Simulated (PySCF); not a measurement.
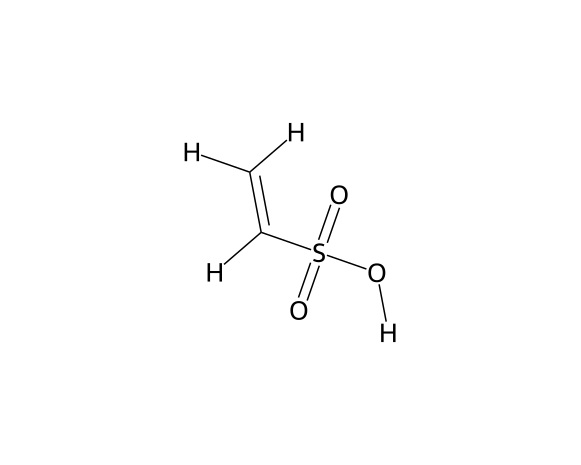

Transcribe the drawing into SMILES.

Answer. C=CS(=O)(=O)O

What is the molecular formula?

Answer. C2H4O3S.

An optimisation with GFN2-xTB gave a structure of which point group?

Answer. C1. Other conformers may differ.

More results for the same structure follow; atom numbers are the same in all pictures, views and colours differ. The computed structure is the end point of a GFN2-xTB optimisation. No frequency run is at hand to confirm it as a minimum.

**Geometry**

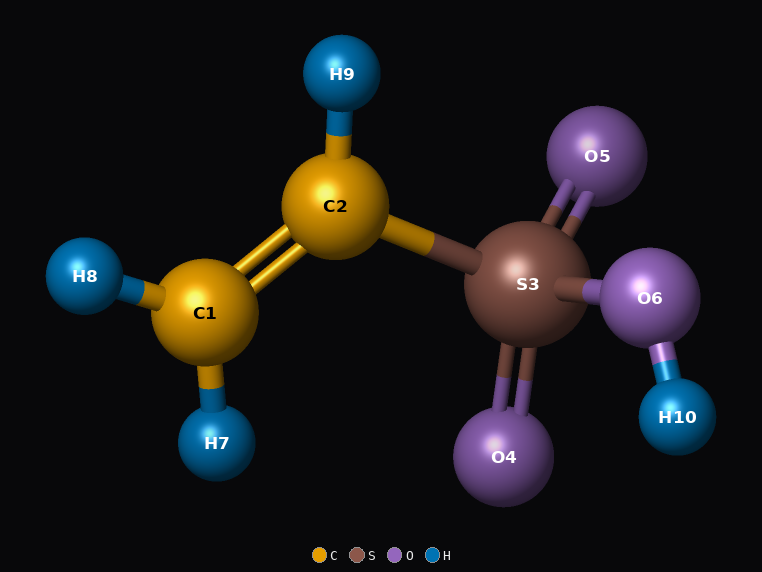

The atoms are numbered. No frequency run is at hand to confirm it as a minimum.

Which atoms are bonded, and how long are the bonds?

```csv
bond,length (Å),order
C1–C2,1.311,double
C1–H7,1.078,single
C1–H8,1.078,single
C2–S3,1.780,single
C2–H9,1.073,single
S3–O4,1.432,double
S3–O5,1.424,double
S3–O6,1.620,single
O6–H10,0.958,single
```

**Charges**

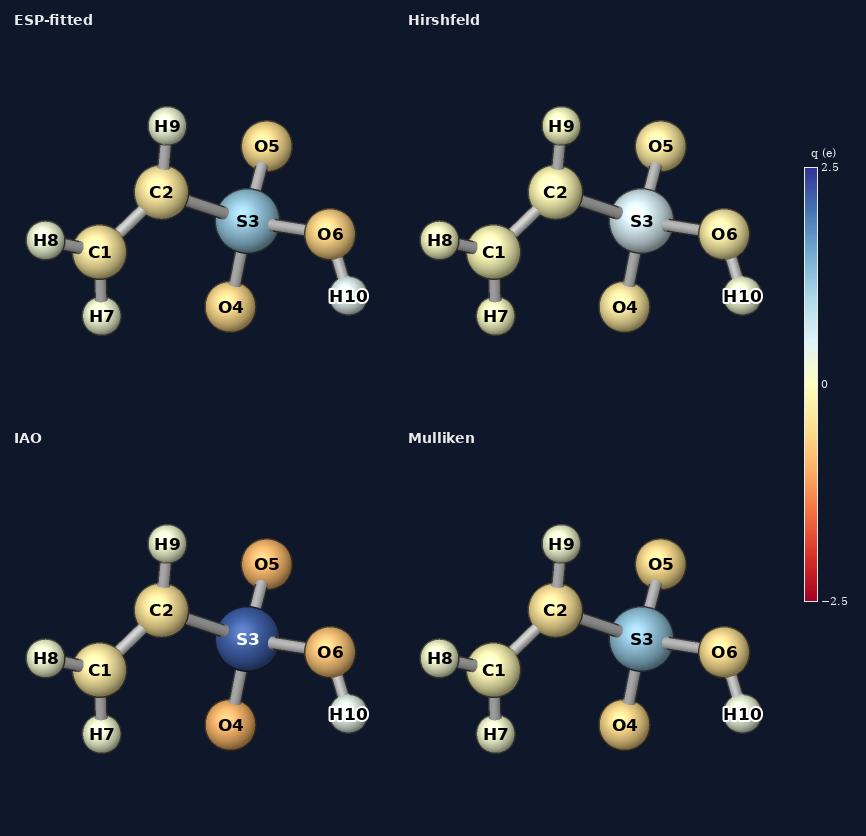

Atomic charges of one calculation by 4 schemes, on one colour scale. No frequency run is at hand to confirm it as a minimum. Computed with PBE0/pcSseg-1 (PySCF 2.14.0).

Which scheme gives the most polar picture (largest mean size of the charges)?

Answer. The IAO charges are the largest in size here, and the Hirshfeld charges the smallest.

On which atom do the schemes disagree most?

Answer. On S3 (from 0.56 to 2.17 e).

List the charges (e), one line for each set of equivalent atoms.

```json
{"atom": "C1", "ESP-fitted": "−0.30", "Hirshfeld": "−0.06", "IAO": "−0.26", "Mulliken": "−0.09"}
{"atom": "C2", "ESP-fitted": "−0.32", "Hirshfeld": "−0.06", "IAO": "−0.38", "Mulliken": "−0.37"}
{"atom": "S3", "ESP-fitted": "1.18", "Hirshfeld": "0.56", "IAO": "2.17", "Mulliken": "1.21"}
{"atom": "O4", "ESP-fitted": "−0.54", "Hirshfeld": "−0.31", "IAO": "−0.88", "Mulliken": "−0.53"}
{"atom": "O5", "ESP-fitted": "−0.50", "Hirshfeld": "−0.30", "IAO": "−0.85", "Mulliken": "−0.49"}
{"atom": "O6", "ESP-fitted": "−0.59", "Hirshfeld": "−0.22", "IAO": "−0.73", "Mulliken": "−0.46"}
{"atom": "H7", "ESP-fitted": "0.19", "Hirshfeld": "0.06", "IAO": "0.18", "Mulliken": "0.16"}
{"atom": "H8", "ESP-fitted": "0.20", "Hirshfeld": "0.07", "IAO": "0.18", "Mulliken": "0.15"}
{"atom": "H9", "ESP-fitted": "0.23", "Hirshfeld": "0.07", "IAO": "0.19", "Mulliken": "0.16"}
{"atom": "H10", "ESP-fitted": "0.44", "Hirshfeld": "0.19", "IAO": "0.39", "Mulliken": "0.26"}
```

**Electronic properties**

No frequency run is at hand to confirm it as a minimum. Properties computed with PBE0/pcSseg-1, gas phase (PySCF 2.14.0).

What does the calculation give?

- dipole moment: 4.02 D
- HOMO energy (Kohn–Sham orbital): −8.97 eV
- LUMO energy (Kohn–Sham orbital): −1.30 eV
- HOMO–LUMO gap: 7.66 eV

**NMR shielding**

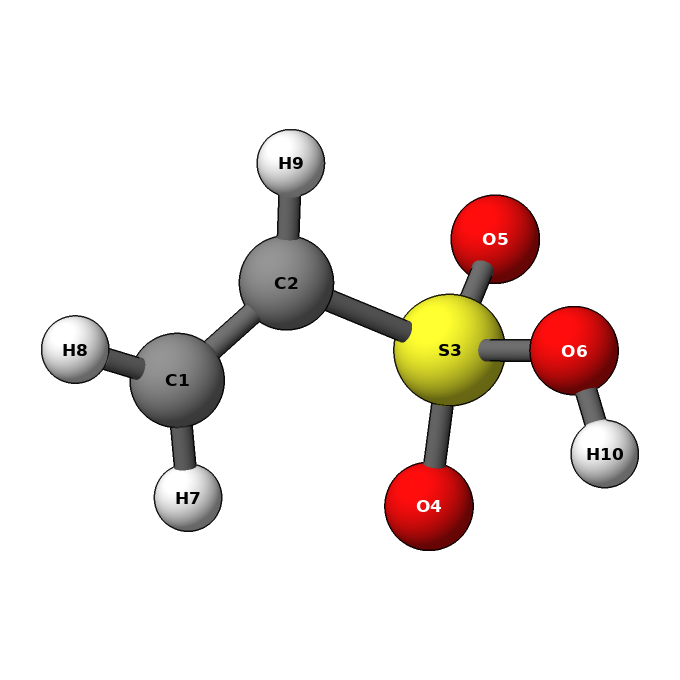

No frequency run is at hand to confirm it as a minimum. Properties computed with GIAO PBE0/pcSseg-1 NMR shielding, non-relativistic, gas phase (PySCF 2.14.0). Principal shieldings σ11 ≤ σ22 ≤ σ33, span Ω = σ33 − σ11, skew κ = 3(σiso − σ22)/Ω.

Give the shielding tensors of the S atoms.

```json
{"atom": "S3", "σ11": "44.0", "σ22": "162.7", "σ33": "384.9", "σiso": "197.2", "Ω": "341.0", "κ": "0.30"}
```

Shieldings and span in ppm.

**Quadrupole coupling**

No frequency run is at hand to confirm it as a minimum. Electric field gradients from the ground-state density, PBE0/pcSseg-1 (PySCF 2.14.0), non-relativistic apart from any core potentials.

Give the largest field-gradient component, the quadrupole coupling constant and the asymmetry for 33S at S3 (Q = −67.81 mb), 17O at O4 (Q = −25.6 mb), 17O at O5 (Q = −25.6 mb), 17O at O6 (Q = −25.6 mb), 2H at H7 (Q = 2.86 mb), 2H at H8 (Q = 2.86 mb).

| atom | V_zz (a.u.) | e²qQ/h (MHz) | η |
| --- | --- | --- | --- |
| S3 | 0.972 | −15.48 | 0.22 |
| O4 | 1.310 | −7.88 | 0.12 |
| O5 | 1.271 | −7.64 | 0.18 |
| O6 | 1.749 | −10.52 | 0.88 |
| H7 | 0.322 | 0.216 | 0.03 |
| H8 | 0.330 | 0.222 | 0.02 |

Mulliken values depend strongly on the basis set and can even reverse the polarity of a bond.
